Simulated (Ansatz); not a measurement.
## Computed frozen-phonon scan: CuI (zinc blende)

CuI (zinc blende)

```
CuI
1.0
    0.00000     6.07934     6.07934
    3.03967     0.00000     3.03967
    3.03967     3.03967     0.00000
I Cu
2 2
Direct
  0.37500   0.75000   0.75000
  0.87500   0.75000   0.75000
  0.00000   0.00000   0.00000
  0.50000   0.00000   0.00000
```

The atoms are displaced by Q × the pattern below (from a DFPT mode at L = (0.5, 0.0, 0.0), largest move 1; Q in Å), at fixed cell. It is one choice among 2 degenerate patterns. (q is in reciprocal vectors of the primitive cell; the cell shown is doubled to hold the pattern.)

```
atom       x       y       z
----  ------  ------  ------
I1    -0.174   0.318  -0.492
I2     0.174  -0.318   0.492
Cu3   -0.285   0.520  -0.805
Cu4    0.285  -0.520   0.805
```

All values below come from PBE (plane waves to 420 eV, PAW, scalar-relativistic; Ansatz, a program for electronic structure). k mesh 9×9×9 (Γ-centred), Fermi-Dirac smearing 0.05 eV. The energy includes the smearing's −TS. CuI is run without spin polarisation. CuI was relaxed with its symmetry unable to fall. Spin-orbit coupling is left out, though I is heavy. The zero of ΔE is the undisplaced structure.

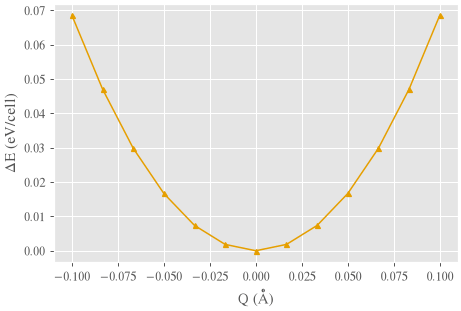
ΔE (eV/cell) against Q (Å); markers are the computed points, lines only join them.

Harmonic wavenumber from the curvature (finite differences): 127 cm⁻¹. Space group of the distorted cell: P1 (No. 1), lowered from F-43m. Shape of the curve: a single well with its minimum at or next to zero displacement. Symmetry of the curve: even: the same for both signs. Wavenumber by perturbation theory (DFPT, on another k mesh): 127 cm⁻¹.

E″ = 13.22 eV/Å², M = Σ mᵢ|uᵢ|² = 221.8 u, ν̃ = 521.5·√(|E″|/M).

(A displaced cell: forces are minus the slopes of the energy, force constants its curvatures, and phonons follow from these.)
